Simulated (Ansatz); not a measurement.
# BCl₂GeH₃: shape, modes and thermochemistry

The task is to find a stationary geometry of BCl₂GeH₃, then compute its harmonic vibrations to see whether it is a minimum and to get the zero-point energy and entropy, and look at its orbitals and charge.

Method: RKS PBE0-D4/def2-TZVP; program: Ansatz 0.2.0, Gaussian basis.

Levels to be run: relaxation at PBE-D4/def2-SVP; relaxation at PBE0-D4/def2-TZVP; harmonic vibrations at the same level; a single point in def2-TZVPP for the fields.

### Step 1. The starting structure

SMILES `Cl[B](Cl)[GeH3]`, 7 atoms, charge 0, spin multiplicity 1.

Atoms are counted from 1 here; the program's logs count them from 0.

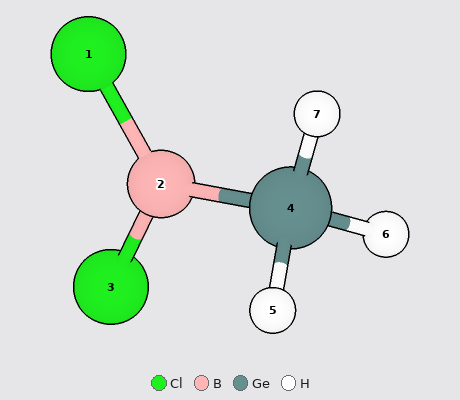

The starting geometry (chlorine green, boron pink, germanium teal, hydrogen white); atoms are numbered from 1 in the order of the file.

Coordinates:

```mol
BCl2GeH3
  3D, bonds by distance, orders not assigned

  7  6  0  0  0  0  0  0  0  0999 V2000
    1.8885   -1.3896    1.2204 Cl  0  0
    0.1773   -0.9834    0.4933 B   0  0
   -1.1990   -2.2311    0.5909 Cl  0  0
   -0.0870    0.8011   -0.4136 Ge  0  0
   -0.5675    0.5363   -1.9023 H   0  0
   -1.3057    1.5467    0.3265 H   0  0
    1.1547    1.6521   -0.3609 H   0  0
  1  2  8  0
  2  3  8  0
  2  4  8  0
  4  5  8  0
  4  6  8  0
  4  7  8  0
M  END
```

The start is a force-field geometry with small random shifts, so a cheaper pass at PBE-D4/def2-SVP comes first.

### Step 2. Relaxation at PBE-D4/def2-SVP (cheap first pass)

in.yaml

```yaml
crystal:
  periodic: [false, false, false]
  atoms:
    - {symbol: Cl, position_ang: [1.888500, -1.389600, 1.220400]}
    - {symbol: B, position_ang: [0.177300, -0.983400, 0.493300]}
    - {symbol: Cl, position_ang: [-1.199000, -2.231100, 0.590900]}
    - {symbol: Ge, position_ang: [-0.087000, 0.801100, -0.413600]}
    - {symbol: H, position_ang: [-0.567500, 0.536300, -1.902300]}
    - {symbol: H, position_ang: [-1.305700, 1.546700, 0.326500]}
    - {symbol: H, position_ang: [1.154700, 1.652100, -0.360900]}
basis:
  gaussian: {orbitals: def2-SVP}
hamiltonian: {xc: pbe, dispersion: d4}
relax: {f_tol: 0.03, max_steps: 200}
```

The run is started by

```sh
$ ansatz run in.yaml --threads 2 --pin off --events-out ev --progress --plain --max-ram 32768MiB --backend cpu
```

The log of the run (excerpt; [...] marks lines left out):

```text
Functional definition: PBE
  name "PBE"
  cite "Perdew, Burke & Ernzerhof, Phys. Rev. Lett. 77, 3865 (1996) doi:10.1103/PhysRevLett.77.3865"
  parent pbe
[...]
1069 factors; their error is unknown
[...]
mean field -82254.57505308 eV, -3022.7998790472 hartree, gradient 2.5e-5 eV, S^2 0.000000; 0 other end points of the search recorded, 0 dependent functions left out
[...]
reference -82254.57508654 eV, -3022.7998802770 hartree; 37, 37 occupied and 60, 60 virtual orbitals, 1069 factors
relax step   1: F+E_penalty+E_count = -82254.75807130 eV  Δ(F+E_penalty+E_count) = +0.000e0 eV  max|allowed force component| = 2.197e0 eV/Å  Δτ_max = 0.0000 Å  (25 SCF iters, accepted)
[...]
relax step   4: F+E_penalty+E_count = -82255.14545429 eV  Δ(F+E_penalty+E_count) = -5.583e-3 eV  max|allowed force component| = 3.378e-2 eV/Å  Δτ_max = 0.0268 Å  (24 SCF iters, accepted)
[...]
relax step   5: F+E_penalty+E_count = -82255.14565064 eV  Δ(F+E_penalty+E_count) = -1.963e-4 eV  max|allowed force component| = 1.185e-2 eV/Å  Δτ_max = 0.0058 Å  (26 SCF iters, accepted)
1069 factors; their error is unknown
mean field -82254.95932278 eV, -3022.8140006983 hartree, gradient 2.9e-5 eV, S^2 0.000000; 1 other end points of the search recorded, 0 dependent functions left out
[...]
reference -82254.95935596 eV, -3022.8140019176 hartree; 37, 37 occupied and 60, 60 virtual orbitals, 1069 factors
Total energy: -82255.14568382 eV, -3022.8208493400 hartree
Atom 0 at     1.766426    -1.445861     1.219617 Å, force    -0.004277     0.004787     0.000285 eV/Å
Atom 1 at     0.210346    -1.029022     0.518072 Å, force     0.007326    -0.011851    -0.003734 eV/Å
Atom 2 at    -1.094135    -2.205914     0.607487 Å, force    -0.003447     0.000082     0.002906 eV/Å
Atom 3 at    -0.120488     0.796684    -0.410041 Å, force     0.008692     0.009105     0.008250 eV/Å
Atom 4 at    -0.561656     0.566267    -1.880749 Å, force    -0.003525     0.000865    -0.003455 eV/Å
Atom 5 at    -1.277179     1.548101     0.303615 Å, force    -0.001500    -0.000994    -0.003217 eV/Å
Atom 6 at     1.137986     1.701844    -0.403700 Å, force    -0.003270    -0.001994    -0.001035 eV/Å
Dipole moment:     0.004203    -0.002421     0.002657 e Å
```

Wall time 16 s (2 threads, shared host).

Step by step:

```
step  energy from step 1 (eV)  largest force component (eV/Å)
   1                   0.0000                          2.1967
   2                  -0.3056                          1.3186
   3                  -0.3818                          0.1980
   4                  -0.3874                          0.0338
   5                  -0.3876                          0.0119
```

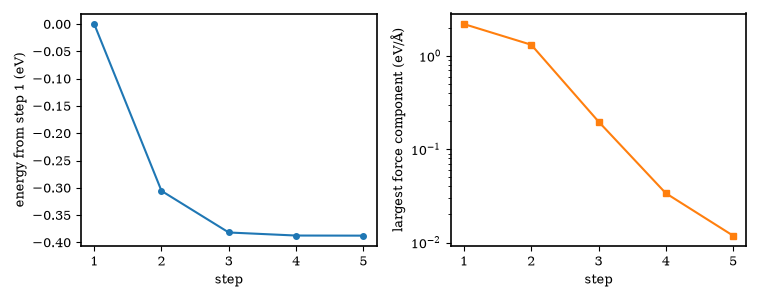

Energy and force, step by step.

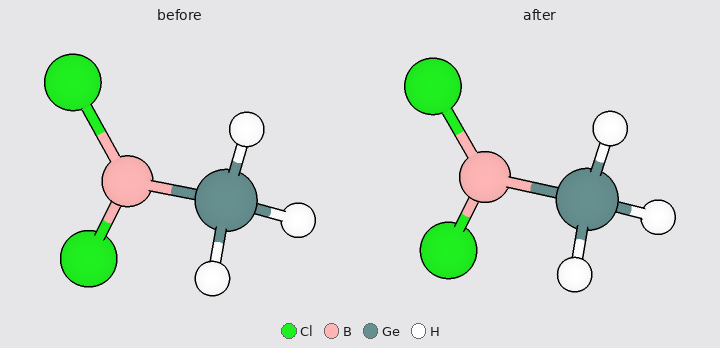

The geometry before (left) and after (right).

Distances of close pairs at the start and the end, largest changes first:

```
  bond  before (Å)  after (Å)  change (Å)
Cl1–B2       1.903      1.757      -0.146
B2–Cl3       1.860      1.759      -0.101
Ge4–H6       1.609      1.553      -0.056
B2–Ge4       2.019      2.075      +0.056
Ge4–H7       1.506      1.550      +0.044
Ge4–H5       1.587      1.553      -0.034
```

### Step 3. Optimising with PBE0-D4/def2-TZVP

in.yaml

```yaml
crystal:
  periodic: [false, false, false]
  atoms:
    - {symbol: Cl, position_ang: [1.766426, -1.445861, 1.219617]}
    - {symbol: B, position_ang: [0.210346, -1.029022, 0.518072]}
    - {symbol: Cl, position_ang: [-1.094135, -2.205914, 0.607487]}
    - {symbol: Ge, position_ang: [-0.120488, 0.796684, -0.410041]}
    - {symbol: H, position_ang: [-0.561656, 0.566267, -1.880749]}
    - {symbol: H, position_ang: [-1.277179, 1.548101, 0.303615]}
    - {symbol: H, position_ang: [1.137986, 1.701844, -0.403700]}
basis:
  gaussian: {orbitals: def2-TZVP}
hamiltonian: {xc: pbe0, dispersion: d4}
relax: {f_tol: 0.005, max_steps: 150}
```

The command is unchanged.

The log of the run (excerpt; [...] marks lines left out):

```text
Functional definition: PBE0
  name "PBE0"
  cite "Adamo & Barone, J. Chem. Phys. 110, 6158 (1999) doi:10.1063/1.478522"
  cite "Perdew, Burke & Ernzerhof, Phys. Rev. Lett. 77, 3865 (1996) doi:10.1103/PhysRevLett.77.3865"
  parent pbe
[...]
1238 factors; their error is unknown
[...]
mean field -82275.17078124 eV, -3023.5567580969 hartree, gradient 4.3e-5 eV, S^2 0.000000; 0 other end points of the search recorded, 0 dependent functions left out
[...]
reference -82275.17081248 eV, -3023.5567592449 hartree; 37, 37 occupied and 134, 134 virtual orbitals, 1238 factors
relax step   1: F+E_penalty+E_count = -82275.32994371 eV  Δ(F+E_penalty+E_count) = +0.000e0 eV  max|allowed force component| = 3.735e-1 eV/Å  Δτ_max = 0.0000 Å  (24 SCF iters, accepted)
[...]
reference -82275.18348701 eV, -3023.5572250254 hartree; 37, 37 occupied and 134, 134 virtual orbitals, 1238 factors
Total energy: -82275.34359545 eV, -3023.5631089021 hartree
Atom 0 at     1.749483    -1.428176     1.208661 Å, force     0.000459     0.000818    -0.000265 eV/Å
Atom 1 at     0.206434    -1.021888     0.511498 Å, force    -0.000126    -0.000853     0.000413 eV/Å
Atom 2 at    -1.082439    -2.191765     0.604683 Å, force    -0.000432     0.000058    -0.000244 eV/Å
Atom 3 at    -0.123133     0.798523    -0.412224 Å, force    -0.000055     0.000085     0.000027 eV/Å
Atom 4 at    -0.556201     0.560552    -1.868343 Å, force     0.000116     0.000106     0.000080 eV/Å
Atom 5 at    -1.266108     1.534322     0.306687 Å, force     0.000108     0.000164    -0.000113 eV/Å
Atom 6 at     1.133265     1.680531    -0.396661 Å, force    -0.000070    -0.000378     0.000102 eV/Å
Dipole moment:    -0.002509     0.057379    -0.026674 e Å
```

Run time: 55 s. Hardware: 2 threads, shared host; peak memory 0.52 GiB.

Along the way:

```
step  energy from step 1 (eV)  largest force component (eV/Å)
   1                   0.0000                          0.3735
   2                  -0.0116                          0.1623
   3                  -0.0130                          0.0431
   4                  -0.0136                          0.0272
   5                  -0.0136                          0.0079
   6                  -0.0136                          0.0009
```

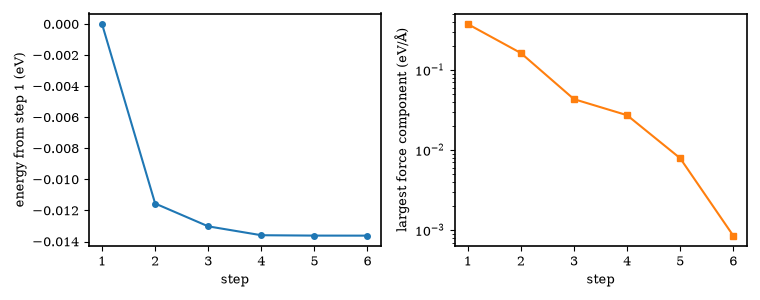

Energy and force, step by step.

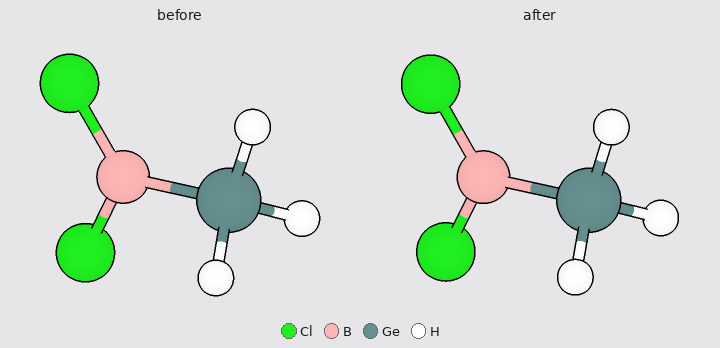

Before and after, at one scale.

Distances of close pairs at the start and the end, largest changes first:

```
  bond  before (Å)  after (Å)  change (Å)
B2–Cl3       1.759      1.743      -0.016
Cl1–B2       1.757      1.741      -0.016
Ge4–H6       1.553      1.538      -0.015
Ge4–H7       1.550      1.535      -0.015
Ge4–H5       1.553      1.538      -0.015
B2–Ge4       2.075      2.068      -0.007
```

Mulliken charges at the end point, from the run's report:

```
atom  value (e)
 Cl1      -0.07
  B2       0.14
 Cl3      -0.07
 Ge4      -0.05
  H5       0.02
  H6       0.02
  H7       0.02
```

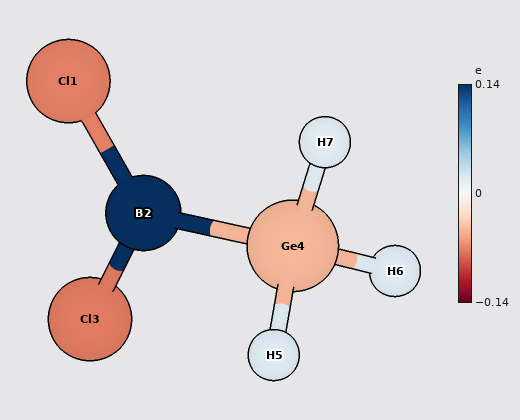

Mulliken charges at the end point, from the run's report, as colours on the atoms.

### Step 4. Vibrations by finite differences

in.yaml

```yaml
crystal:
  periodic: [false, false, false]
  atoms:
    - {symbol: Cl, position_ang: [1.749483, -1.428176, 1.208661]}
    - {symbol: B, position_ang: [0.206434, -1.021888, 0.511498]}
    - {symbol: Cl, position_ang: [-1.082439, -2.191765, 0.604683]}
    - {symbol: Ge, position_ang: [-0.123133, 0.798523, -0.412224]}
    - {symbol: H, position_ang: [-0.556201, 0.560552, -1.868343]}
    - {symbol: H, position_ang: [-1.266108, 1.534322, 0.306687]}
    - {symbol: H, position_ang: [1.133265, 1.680531, -0.396661]}
basis:
  gaussian: {orbitals: def2-TZVP}
hamiltonian: {xc: pbe0, dispersion: d4}
phonons: {temperatures: {t_min: 298.15, t_max: 900, t_step: 200}}
```

Same command.

The log of the run (excerpt; [...] marks lines left out):

```text
Functional definition: PBE0
  name "PBE0"
  cite "Adamo & Barone, J. Chem. Phys. 110, 6158 (1999) doi:10.1063/1.478522"
  cite "Perdew, Burke & Ernzerhof, Phys. Rev. Lett. 77, 3865 (1996) doi:10.1103/PhysRevLett.77.3865"
  parent pbe
[...]
1238 factors; their error is unknown
[...]
mean field -82275.18345687 eV, -3023.5572239176 hartree, gradient 3.5e-5 eV, S^2 0.000000; 0 other end points of the search recorded, 0 dependent functions left out
[...]
reference -82275.18348799 eV, -3023.5572250612 hartree; 37, 37 occupied and 134, 134 virtual orbitals, 1238 factors
[...]
1238 factors; their error is unknown
[...]
mean field -82275.18343262 eV, -3023.5572230266 hartree, gradient 2.5e-6 eV, S^2 0.000000; 0 other end points of the search recorded, 0 dependent functions left out
[...]
reference -82275.18346375 eV, -3023.5572241704 hartree; 37, 37 occupied and 134, 134 virtual orbitals, 1238 factors
[...]
1238 factors; their error is unknown
[...]
WARN: phonons: modes at or below zero, which the zero-point energy, F, S and C_V leave out: 1, the lowest at -5.26 cm⁻¹. A minimum has none, and a first-order saddle one
Total energy: -82275.34359643 eV, -3023.5631089380 hartree
Atom 0 at     1.749483    -1.428176     1.208661 Å, force     0.000465     0.000816    -0.000261 eV/Å
Atom 1 at     0.206434    -1.021888     0.511498 Å, force    -0.000132    -0.000842     0.000403 eV/Å
Atom 2 at    -1.082439    -2.191765     0.604683 Å, force    -0.000436     0.000052    -0.000241 eV/Å
Atom 3 at    -0.123133     0.798523    -0.412224 Å, force    -0.000053     0.000092     0.000036 eV/Å
Atom 4 at    -0.556201     0.560552    -1.868343 Å, force     0.000116     0.000102     0.000076 eV/Å
Atom 5 at    -1.266108     1.534322     0.306687 Å, force     0.000112     0.000159    -0.000114 eV/Å
Atom 6 at     1.133265     1.680531    -0.396661 Å, force    -0.000072    -0.000379     0.000101 eV/Å
Dipole moment:    -0.002508     0.057378    -0.026674 e Å
Vibrations: -5.26 137.43 201.71 295.90 372.39 506.00 550.98 802.74 872.34 882.26 891.97 946.65 2149.44 2152.85 2166.42 cm⁻¹, zero-point energy 0.801501 eV
```

It took 4.2 min on 2 threads, shared host; peak memory 0.54 GiB.

Motions are named by where the mode's potential energy lies. Wavenumbers, unscaled:

```
mode  cm⁻¹                 motion
   1    -5                torsion
   2   137                   bend
   3   202                   bend
   4   296      torsion with bend
   5   372  B–Cl and Ge–B stretch
   6   506                   bend
   7   551      bend with torsion
   8   803                   bend
   9   872      bend with torsion
  10   882      bend with torsion
  11   892  B–Cl and Ge–B stretch
  12   947           B–Cl stretch
  13  2149           Ge–H stretch
  14  2153           Ge–H stretch
  15  2166           Ge–H stretch
```

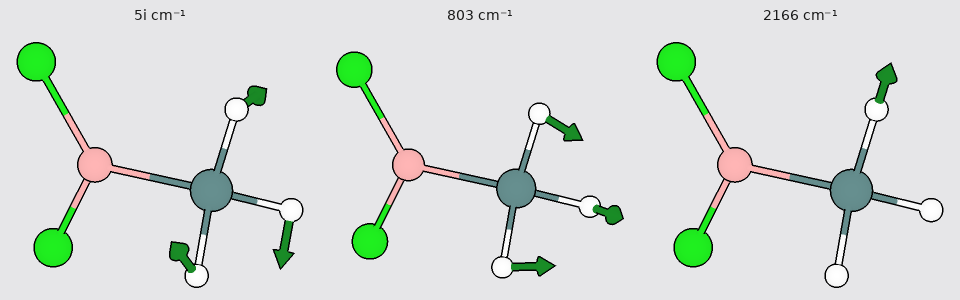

How the atoms move in 3 of the modes.

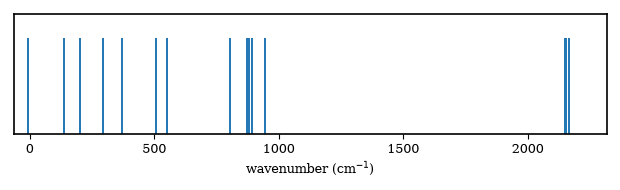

The harmonic wavenumbers as sticks (no intensities were computed).

No thermochemistry is derived: a mode is imaginary or nearly free.

### Step 5. A single point for the fields

Edit in.yaml of step 4 so:

```diff
@@ -11,4 +11,4 @@
 basis:
-  gaussian: {orbitals: def2-TZVP}
+  gaussian: {orbitals: def2-TZVPP}
 hamiltonian: {xc: pbe0, dispersion: d4}
-phonons: {temperatures: {t_min: 298.15, t_max: 900, t_step: 200}}
+output: {orbitals: {seedname: orbitals}}
```

The command is unchanged.

The log of the run:

```text
Functional definition: PBE0
  name "PBE0"
  cite "Adamo & Barone, J. Chem. Phys. 110, 6158 (1999) doi:10.1063/1.478522"
  cite "Perdew, Burke & Ernzerhof, Phys. Rev. Lett. 77, 3865 (1996) doi:10.1103/PhysRevLett.77.3865"
  parent pbe
  parameter a = 0.25
  parameter kappa = 0.804
  parameter beta = 0.06672455060314922
  exchange = (1 - a)*pbe_x(kappa = kappa, mu = beta*pi^2/3) + a*exact_x
  correlation = pbe_c(beta = beta)
1397 factors; their error is unknown
mean field evaluation 1: about -82274.1706 eV, gradient 2.0e1 eV
mean field evaluation 2: about -82274.2127 eV, gradient 2.1e1 eV
mean field evaluation 4: about -82274.8647 eV, gradient 1.2e0 eV
mean field evaluation 8: about -82275.2043 eV, gradient 2.0e-2 eV
mean field -82275.20430942 eV, -3023.5579902348 hartree, gradient 3.6e-5 eV, S^2 0.000000; 0 other end points of the search recorded, 0 dependent functions left out
reference -82275.20434052 eV, -3023.5579913774 hartree; 37, 37 occupied and 168, 168 virtual orbitals, 1397 factors
Total energy: -82275.36444896 eV, -3023.5638752543 hartree
```

Run time: 7.5 s. Hardware: 2 threads, shared host; peak memory 0.64 GiB.

The fields below are evaluated on a grid from the run's orbitals.

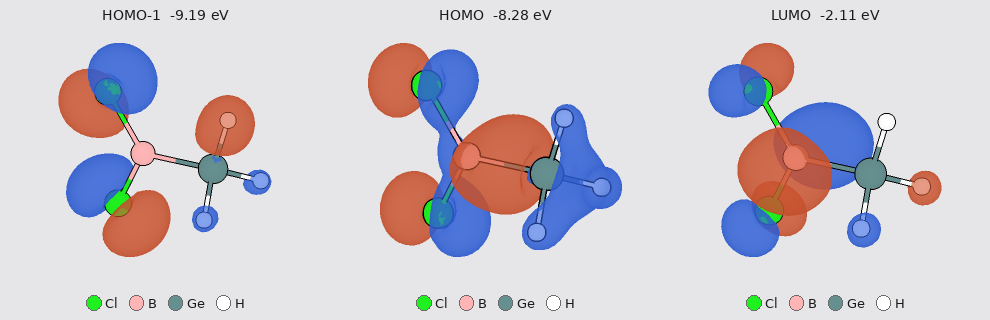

PBE0-D4/def2-TZVPP orbitals near the gap, drawn at the value that encloses 70 % of each; the two colours are the two signs.

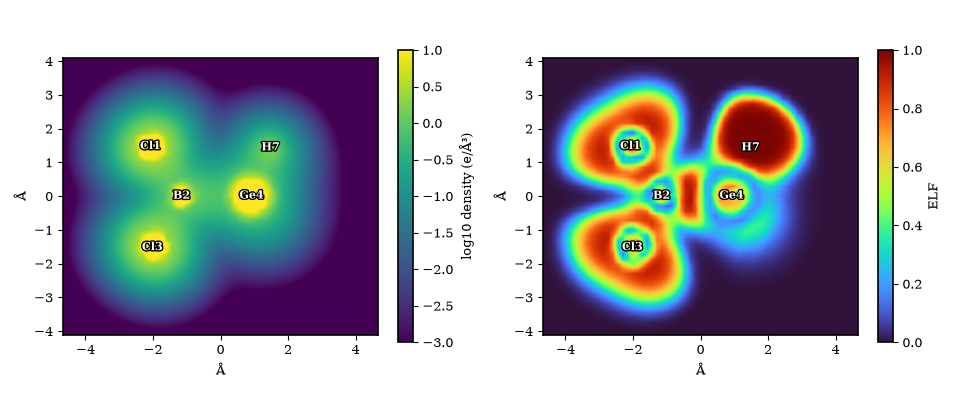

Density (left) and ELF (right) in a plane through or near 5 of the atoms.

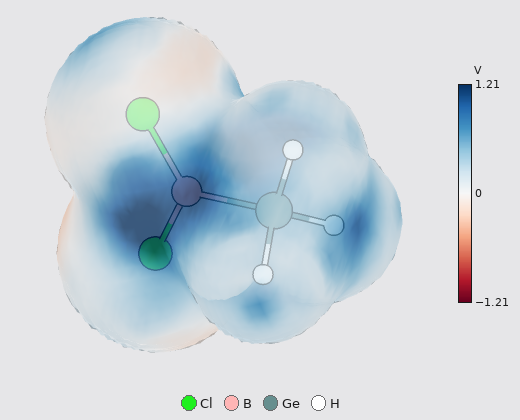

Electrostatic potential on the surface of density 0.002 e/bohr³; red is low, blue high. It runs, from the 1st to the 99th percentile, from -0.23 V near Cl3 to 1.21 V near B2.

### Step 6. Summary of results

```
                  quantity            value
               point group               Cs
                     steps            5 + 6
shift from the start (rms)          0.082 Å
              total energy   -82275.3436 eV
           dispersion term         -160 meV
             dipole moment           0.30 D
lowest, highest wavenumber    -5, 2166 cm⁻¹
                HOMO, LUMO  -8.28, -2.11 eV
```

**Reading.** The relaxed geometry lies 0.08 Å (rms) from the start; the bond that changed most is Cl1–B2, from 1.903 to 1.741 Å. One or more small negative wavenumbers (down to -5 cm⁻¹) point to a very flat motion, so a minimum isn't proven. The stiffest mode, 2166 cm⁻¹, is a Ge–H stretch. Harmonic hybrid wavenumbers usually lie a few per cent above measured fundamentals. The HOMO lies mostly on B2 25 %; Cl1, Cl3 about 21 % each and the LUMO on B2 59 %; Cl1, Cl3 about 13 % each.
